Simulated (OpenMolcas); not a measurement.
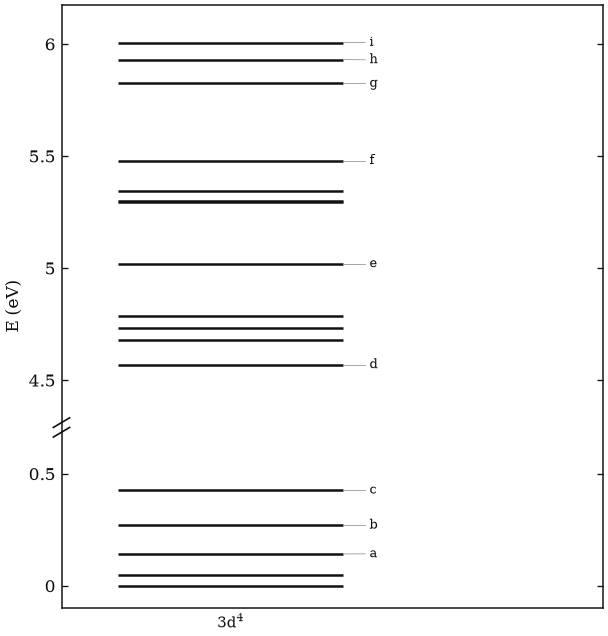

*The lowest computed levels of Cu VIII (Cu⁷⁺), 9 of them lettered.*

a: 3d⁴ ⁵D₂ at 0.142 eV; b: 3d⁴ ⁵D₃ at 0.270 eV; c: 3d⁴ ⁵D₄ at 0.427 eV; d: 3d⁴ ³H₄ at 4.57 eV; e: 3d⁴ ³P₁ at 5.02 eV; f: 3d⁴ ³P₂ at 5.48 eV; g: 3d⁴ ³G₃ at 5.82 eV; h: 3d⁴ ³G₄ at 5.93 eV; i: 3d⁴ ³G₅ at 6.01 eV.

# Multiconfigurational calculation for Cu⁷⁺ (part 1 of 2)

- system: Cu⁷⁺.
- method: state-averaged CASSCF, active space 4 electrons in the shell 3d, basis ANO-L-VDZP, non-relativistic scalar Hamiltonian, spin-orbit coupling by RASSI with atomic mean-field integrals (OpenMolcas)

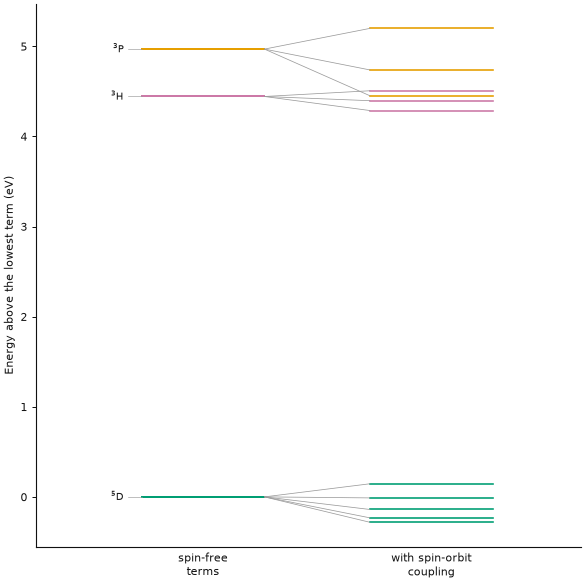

*Terms of Cu⁷⁺ (copper, Z = 29) without and with spin-orbit coupling; the J values are left off.*

⁵D (at 0) splits over 0.427 eV into J = 0, 1, 2, 3, 4 from the bottom up (normal); ³H (at 4.44 eV) splits over 0.219 eV into J = 4, 5, 6 from the bottom up (normal); ³P (at 4.97 eV) splits over 0.747 eV into J = 0, 1, 2 from the bottom up (normal). The ground level lies 0.282 eV below the lowest term.

Input and output of the run follow.

The input:
```
&GATEWAY
Coord
1

Cu 0.0 0.0 0.0
Basis=ANO-L-VDZP
Group=XYZ
NoMove
AngMom=0.0 0.0 0.0
AMFI
&SEWARD
&RASSCF
FileOrb=start.orb
Symmetry=1
Spin=5
nActEl=4 0 0
Inactive=3 6
Ras2=5 0
CIRoot=5 5 1
SDav=5
CIMx=300
Iter=120 100
PrWF=0.3
OrbListing=Nothing
MaxOrb=0
Atom
>>> COPY $Project.JobIph JOB001
&RASSCF
FileOrb=start.orb
Symmetry=1
Spin=3
nActEl=4 0 0
Inactive=3 6
Ras2=5 0
CIRoot=45 45 1
SDav=45
CIMx=300
Iter=120 100
PrWF=0.3
OrbListing=Nothing
MaxOrb=0
Atom
>>> COPY $Project.JobIph JOB002
&RASSCF
FileOrb=start.orb
Symmetry=1
Spin=1
nActEl=4 0 0
Inactive=3 6
Ras2=5 0
CIRoot=50 50 1
SDav=50
CIMx=300
Iter=120 100
PrWF=0.3
OrbListing=Nothing
MaxOrb=0
Atom
>>> COPY $Project.JobIph JOB003
&RASSI
NrOfJobIphs=3 5 45 50
1 2 3 4 5
1 2 3 4 5 6 7 8 9 10 11 12 13 14 15 16 17 18 19 20 21 22 23 24 25 26 27
28 29 30 31 32 33 34 35 36 37 38 39 40 41 42 43 44 45
1 2 3 4 5 6 7 8 9 10 11 12 13 14 15 16 17 18 19 20 21 22 23 24 25 26 27
28 29 30 31 32 33 34 35 36 37 38 39 40 41 42 43 44 45 46 47 48 49 50
IphNames
JOB001
JOB002
JOB003
EJob
SpinOrbit
DIPRint=1.0
SOCoupling=1000.0
Subsets=2
MEES
Property=10
'ANGMOM' 1 'ANGMOM' 2 'ANGMOM' 3 'MLTPL  1' 1 'MLTPL  1' 2 'MLTPL  1' 3
'AMFI' 1 'AMFI' 2 'AMFI' 3 'MLTPL  2' 6
SOProperty=3
'ANGMOM' 1 'ANGMOM' 2 'ANGMOM' 3
```

The file start.orb holds starting orbitals from an earlier step. A driver script formed the levels outside the program, from RASSI's spin-orbit matrix and the active-space energies, averaged over the components of each term or state.

Run as:
```bash
OMP_NUM_THREADS=1 MOLCAS_MEM=2252 MOLCAS_PROJECT=a pymolcas a.inp > a.log  # once for each step of the input, in one work folder
```

The program's output (extracts):
```
--- SEWARD ---
Basis set label: CU.ANO-L...5S4P2D1F.

      Electronic valence basis set:
      ------------------
      Associated Effective Charge  29.000000 au
      Associated Actual Charge     29.000000 au
      Nuclear Model: Point charge

      Shell  nPrim  nBasis  Cartesian Spherical Contaminant
         s      21       5        X
         p      15       4        X
         d      10       2                 X
         f       6       1                 X
                  Atomic mean-field integrals
--- RASSCF ---
Wave function specifications:
      -----------------------------

      Number of closed shell electrons          18
      Number of electrons in active shells       4
      Max number of holes in RAS1 space          0
      Max nr of electrons in RAS3 space          0
      Number of inactive orbitals                9
      Number of active orbitals                  5
      Number of secondary orbitals              20
      Spin quantum number                      2.0
      State symmetry                             1
Orbital specifications:
      -----------------------

      Symmetry species                           1   2
                                                ag  au
      Frozen orbitals                            0   0
      Inactive orbitals                          3   6
      Active orbitals                            5   0
      RAS1 orbitals                              0   0
      RAS2 orbitals                              5   0
      RAS3 orbitals                              0   0
      Secondary orbitals                         7  13
      Deleted orbitals                           0   0
      Number of basis functions                 15  19
      Number of CSFs                             5
      Number of root(s) required                 5
      Iter CI   SX   CI       RASSCF       Energy    max ROT     max BLB   max BLB  Level Ln srch  Step   QN
          iter iter root      energy       change     param      element    value   shift minimum  type update
 Nr of preliminary CI iterations:   1
      Total energies have been shifted. Add                -1000.00 au
        1   1    6    0  -619.92749304    0.00E+00  -2.79E-01*   6  12 2 -1.60E+00*  0.00   0.00    SX    NO
        2   1    6    0  -622.83283497   -2.91E+00* -7.78E-02    6  13 1  2.25E-01*  0.00   0.00    SX    NO
        3   1    6    0  -622.91469447   -8.19E-02*  1.31E-02    4  10 2  6.20E-02*  0.00   0.00    SX    NO
        4   1    5    0  -622.91732345   -2.63E-03* -3.25E-03    6  12 2 -9.50E-03*  0.00   0.00    SX    NO
        5   1    5    0  -622.91745664   -1.33E-04*  5.85E-04    4  10 2  2.44E-03*  0.00   0.82    QN   YES
        6   1    3    0  -622.91746385   -7.21E-06* -1.38E-06    6  12 2  1.98E-05   0.00   1.00    QN   YES
        7   1    2    0  -622.91746385   -1.31E-10  -8.05E-08    5  11 2  8.13E-07   0.00   1.05    QN   YES
      Convergence after  7 iterations
        8   1    2    0  -622.91746385    0.00E+00  -8.05E-08    3   9 1 -3.84E-08   0.00   1.05    QN   YES
      Natural orbitals and occupation numbers for root  1
      sym 1:   0.000000   1.000000   1.000000   1.000000   1.000000
      Natural orbitals and occupation numbers for root  2
      sym 1:   1.000000   1.000000   0.000000   1.000000   1.000000
      Natural orbitals and occupation numbers for root  3
      sym 1:   1.000000   1.000000   1.000000   0.000000   1.000000
::    RASSCF root number  1 Total energy:  -1622.91746385
::    RASSCF root number  2 Total energy:  -1622.91746385
::    RASSCF root number  3 Total energy:  -1622.91746385
::    RASSCF root number  4 Total energy:  -1622.91746385
::    RASSCF root number  5 Total energy:  -1622.91746385
--- RASSCF ---
Wave function specifications:
      -----------------------------

      Number of closed shell electrons          18
      Number of electrons in active shells       4
      Max number of holes in RAS1 space          0
      Max nr of electrons in RAS3 space          0
      Number of inactive orbitals                9
      Number of active orbitals                  5
      Number of secondary orbitals              20
      Spin quantum number                      1.0
      State symmetry                             1
Orbital specifications:
      -----------------------

      Symmetry species                           1   2
                                                ag  au
      Frozen orbitals                            0   0
      Inactive orbitals                          3   6
      Active orbitals                            5   0
      RAS1 orbitals                              0   0
      RAS2 orbitals                              5   0
      RAS3 orbitals                              0   0
      Secondary orbitals                         7  13
      Deleted orbitals                           0   0
      Number of basis functions                 15  19
      Number of CSFs                            45
      Number of root(s) required                45
      Iter CI   SX   CI       RASSCF       Energy    max ROT     max BLB   max BLB  Level Ln srch  Step   QN
          iter iter root      energy       change     param      element    value   shift minimum  type update
 Nr of preliminary CI iterations:   1
      Total energies have been shifted. Add                -1000.00 au
        1   1    2    0  -622.66715338    0.00E+00   7.25E-03    5  12 1 -1.98E-02*  0.00   0.00    SX    NO
        2   1    5    0  -622.66776064   -6.07E-04* -1.13E-03    4  12 2 -5.50E-03*  0.00   0.00    SX    NO
        3   1    4    0  -622.66778194   -2.13E-05*  2.71E-04    5  10 2  8.56E-04*  0.00   0.00    SX    NO
        4   1    4    0  -622.66778290   -9.56E-07* -5.63E-05    5  10 2 -2.05E-04*  0.00   0.00    SX    NO
        5   1    4    0  -622.66778294   -4.41E-08*  1.01E-05    4  12 2  4.27E-05   0.00   0.82    QN   YES
        6   1    2    0  -622.66778294   -2.14E-09  -9.31E-09    4   9 2  9.43E-08   0.00   1.00    QN   YES
      Convergence after  6 iterations
        7   1    2    0  -622.66778294    6.82E-13  -9.31E-09    3  10 1 -1.01E-08   0.00   1.00    QN   YES
      Natural orbitals and occupation numbers for root  1
      sym 1:   0.475579   0.987274   0.626785   0.851882   1.058481
      Natural orbitals and occupation numbers for root  2
      sym 1:   0.621762   1.053673   0.484911   1.000119   0.839534
      Natural orbitals and occupation numbers for root  3
      sym 1:   1.119727   0.585614   0.913158   0.865025   0.516476
::    RASSCF root number  1 Total energy:  -1622.75419722
::    RASSCF root number  2 Total energy:  -1622.75419722
::    RASSCF root number  3 Total energy:  -1622.75419722
::    RASSCF root number  4 Total energy:  -1622.75419722
::    RASSCF root number  5 Total energy:  -1622.75419722
::    RASSCF root number  6 Total energy:  -1622.75419722
::    RASSCF root number  7 Total energy:  -1622.75419722
::    RASSCF root number  8 Total energy:  -1622.75419722
::    RASSCF root number  9 Total energy:  -1622.75419722
::    RASSCF root number 10 Total energy:  -1622.75419722
::    RASSCF root number 11 Total energy:  -1622.75419722
::    RASSCF root number 12 Total energy:  -1622.73486983
::    RASSCF root number 13 Total energy:  -1622.73486983
::    RASSCF root number 14 Total energy:  -1622.73486983
::    RASSCF root number 15 Total energy:  -1622.72981980
::    RASSCF root number 16 Total energy:  -1622.72981980
::    RASSCF root number 17 Total energy:  -1622.72981980
::    RASSCF root number 18 Total energy:  -1622.72981980
::    RASSCF root number 19 Total energy:  -1622.72981980
::    RASSCF root number 20 Total energy:  -1622.72981980
::    RASSCF root number 21 Total energy:  -1622.72981980
::    RASSCF root number 22 Total energy:  -1622.71183317
::    RASSCF root number 23 Total energy:  -1622.71183317
::    RASSCF root number 24 Total energy:  -1622.71183317
::    RASSCF root number 25 Total energy:  -1622.71183317
::    RASSCF root number 26 Total energy:  -1622.71183317
::    RASSCF root number 27 Total energy:  -1622.71183317
::    RASSCF root number 28 Total energy:  -1622.71183317
::    RASSCF root number 29 Total energy:  -1622.71183317
::    RASSCF root number 30 Total energy:  -1622.71183317
--- RASSCF ---
Wave function specifications:
      -----------------------------

      Number of closed shell electrons          18
      Number of electrons in active shells       4
      Max number of holes in RAS1 space          0
      Max nr of electrons in RAS3 space          0
      Number of inactive orbitals                9
      Number of active orbitals                  5
      Number of secondary orbitals              20
      Spin quantum number                      0.0
      State symmetry                             1
Orbital specifications:
      -----------------------

      Symmetry species                           1   2
                                                ag  au
      Frozen orbitals                            0   0
      Inactive orbitals                          3   6
      Active orbitals                            5   0
      RAS1 orbitals                              0   0
      RAS2 orbitals                              5   0
      RAS3 orbitals                              0   0
      Secondary orbitals                         7  13
      Deleted orbitals                           0   0
      Number of basis functions                 15  19
      Number of CSFs                            50
      Number of root(s) required                50
      Iter CI   SX   CI       RASSCF       Energy    max ROT     max BLB   max BLB  Level Ln srch  Step   QN
          iter iter root      energy       change     param      element    value   shift minimum  type update
 Nr of preliminary CI iterations:   1
      Total energies have been shifted. Add                -1000.00 au
        1   1    2    0  -622.54326200    0.00E+00   3.47E-03    4  11 1 -9.50E-03*  0.00   0.00    SX    NO
        2   1    5    0  -622.54341990   -1.58E-04* -5.12E-04    6  11 2 -2.44E-03*  0.00   0.00    SX    NO
        3   1    4    0  -622.54342510   -5.19E-06*  1.22E-04    6  11 2  3.58E-04*  0.00   0.00    SX    NO
        4   1    4    0  -622.54342532   -2.20E-07* -2.44E-05    6  11 2 -8.53E-05   0.00   0.00    SX    NO
        5   1    4    0  -622.54342533   -9.60E-09  -4.30E-06    6  11 2  1.72E-05   0.00   0.83    QN   YES
      Convergence after  5 iterations
        6   1    4    0  -622.54342533   -4.41E-10  -4.30E-06    3   9 1  5.15E-08   0.00   0.83    QN   YES
      Natural orbitals and occupation numbers for root  1
      sym 1:   0.998814   1.110590   0.975478   0.675013   0.240106
      Natural orbitals and occupation numbers for root  2
      sym 1:   0.985071   1.220887   0.608829   0.344547   0.840667
      Natural orbitals and occupation numbers for root  3
      sym 1:   0.697329   0.908505   0.225472   1.107723   1.060971
::    RASSCF root number  1 Total energy:  -1622.67272013
::    RASSCF root number  2 Total energy:  -1622.67272013
::    RASSCF root number  3 Total energy:  -1622.67272013
::    RASSCF root number  4 Total energy:  -1622.67272013
::    RASSCF root number  5 Total energy:  -1622.67272013
::    RASSCF root number  6 Total energy:  -1622.67272013
::    RASSCF root number  7 Total energy:  -1622.67272013
::    RASSCF root number  8 Total energy:  -1622.67272013
::    RASSCF root number  9 Total energy:  -1622.67272013
::    RASSCF root number 10 Total energy:  -1622.67272013
::    RASSCF root number 11 Total energy:  -1622.67272013
::    RASSCF root number 12 Total energy:  -1622.67272013
::    RASSCF root number 13 Total energy:  -1622.67272013
::    RASSCF root number 14 Total energy:  -1622.65900353
::    RASSCF root number 15 Total energy:  -1622.65900353
::    RASSCF root number 16 Total energy:  -1622.65900353
::    RASSCF root number 17 Total energy:  -1622.65900353
::    RASSCF root number 18 Total energy:  -1622.65900353
::    RASSCF root number 19 Total energy:  -1622.65900353
::    RASSCF root number 20 Total energy:  -1622.65900353
::    RASSCF root number 21 Total energy:  -1622.65900353
::    RASSCF root number 22 Total energy:  -1622.65900353
::    RASSCF root number 23 Total energy:  -1622.61643121
::    RASSCF root number 24 Total energy:  -1622.59592922
::    RASSCF root number 25 Total energy:  -1622.59592922
::    RASSCF root number 26 Total energy:  -1622.59592922
::    RASSCF root number 27 Total energy:  -1622.59592922
::    RASSCF root number 28 Total energy:  -1622.59592922
::    RASSCF root number 29 Total energy:  -1622.54593815
::    RASSCF root number 30 Total energy:  -1622.54593815
```

(Continued in part 2.) Outcome of the run: converged.
